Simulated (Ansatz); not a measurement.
# Swapping OH for Br on In: the HOMO–LUMO gap

On one In centre, n of the OH ligands are replaced by Br. The HOMO–LUMO gap y in eV at wB97X-V/def2-TZVPP. Shapes, held fixed at every level: PBE0-D4/def2-TZVP. Flexible molecules stand in one conformer, not always the lowest. Programs: Ansatz 0.2.0.

| molecule | n | y (eV) |
| --- | --- | --- |
| In(OH)3 | 0 | 11.41 |
| In(OH)2Br | 1 | 10.69 |
| In(OH)Br2 | 2 | ? |
| InBr3 | 3 | 10.13 |

Task: Fit y = c + s·n to the known rows and predict In(OH)Br2.

Result: 
1. Means of the 3 rows: n = 1.33333, y = 10.743.
2. Σ(Δn)² = 4.6667, Σ(Δn·Δy) = -1.8933, so the slope is -1.8933/4.6667 = -0.4057.
3. Intercept: 10.743 − (-0.4057) × 1.33333 = 11.284. The largest residual of the fit is 0.19.
4. In(OH)Br2: 11.284 + (-0.4057) × 2 = 10.47 eV.

The run gave 10.45 eV, so the prediction is off by +0.02 eV, within the scatter of the fit. The steps per swap are uneven (-0.72, -0.24, -0.32), so a line is a poor model. Other levels give for In(OH)Br2: PBE-D4/def2-TZVPP 3.92; r2SCAN-D4/def2-TZVPP 4.46; PBE0-D4/def2-TZVPP 6.07 eV. Orbital gaps aren't excitation energies, and the LUMO depends on the basis. For atoms past krypton def2 sets carry core potentials with scalar relativity. Relativity is left out for Br unless named.

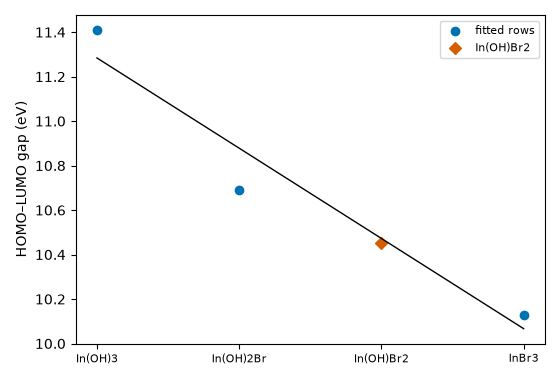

The fitted line, with the withheld member.
